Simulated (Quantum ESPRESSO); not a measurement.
## How far to go with shifted k-point meshes: CdSe (R3m, 2 atoms in the cell)

```xyz
2
Lattice="2.1497 -1.2411 3.5104 0.0000 2.4823 3.5104 -2.1497 -1.2411 3.5104" Properties=species:S:1:pos:R:3 pbc="T T T"
Cd     0.0000     0.0000     0.0500
Se     0.0000     0.0000     2.6328
```

Method of the run: LDA (PZ), PSlibrary ultrasoft (LDA) pseudopotentials (plane waves; Quantum ESPRESSO).

Base settings: ecutwfc = 45 Ry; ecutrho = 540 Ry; occupations = smearing; smearing = fermi-dirac; degauss = 0.000734986 Ry; potentials = {Cd: Cd.pz-n-rrkjus_psl.1.0.0.UPF, Se: Se.pz-n-rrkjus_psl.1.0.0.UPF}; K_POINTS = automatic 3 3 3 0 0 0; conv_thr = 1e-11 Ry; mixing_beta = 0.3.

Only quantities that move along the ladder and can be compared are tabulated.

The count of work is k-points × plane waves × bands × iterations; it is no time. Core times come from one kind of shared machine, to one figure; runs under 30 s give none.

The starting cell has typed, rounded lattice constants, without a prior relaxation at this level. Its lattice was rescaled by up to half a per cent. One atom was moved a little off its site on purpose.

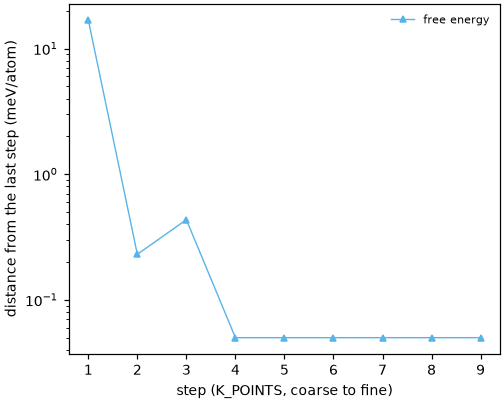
Figure. Distance from the last step along the ladder; very small values are drawn at a floor.

```csv
K_POINTS,free energy less the last step's (meV/atom),pressure (GPa),largest difference of a force vector from the last step's (eV/Å),count of work / last,core time / last (rough)
automatic 2 2 2 1 1 1,16.88,-2.11,0.526,0.0018,0.04
automatic 3 3 3 1 1 1,-0.23,-2.30,0.103,0.0056,0.04
automatic 4 4 4 1 1 1,-0.43,-2.31,0.026,0.0094,0.06
automatic 6 6 6 1 1 1,-0.02,-2.31,0.001,0.028,0.06
automatic 8 8 8 1 1 1,0.00,-2.31,0.000,0.057,0.1
automatic 10 10 10 1 1 1,0.00,-2.31,0.000,0.12,0.09
automatic 12 12 12 1 1 1,-0.02,-2.31,0.000,0.16,0.1
automatic 15 15 15 1 1 1,-0.01,-2.31,0.000,0.30,0.2
automatic 18 18 18 1 1 1,-0.01,-2.31,0.000,0.61,0.4
automatic 20 20 20 1 1 1,0.00,-2.31,0.000,1.0,1
```

Coarsest K_POINTS that holds the forces within 0.01 eV/Å of the last step, with all finer ones: automatic 6 6 6 1 1 1, at 0.028 of the last step's count of work and about 0.06 of the last step's time; the step before is off by 0.026 eV/Å.

Coarsest K_POINTS that holds the free energy within 5 meV/atom of the last step, with all finer ones: automatic 3 3 3 1 1 1, at 0.0056 of the last step's count of work and about 0.04 of the last step's time; the step before is off by 17 meV/atom.

Coarsest K_POINTS that holds the pressure within 0.05 GPa of the last step, with all finer ones: automatic 3 3 3 1 1 1, at 0.0056 of the last step's count of work and about 0.04 of the last step's time; the step before is off by 0.21 GPa.
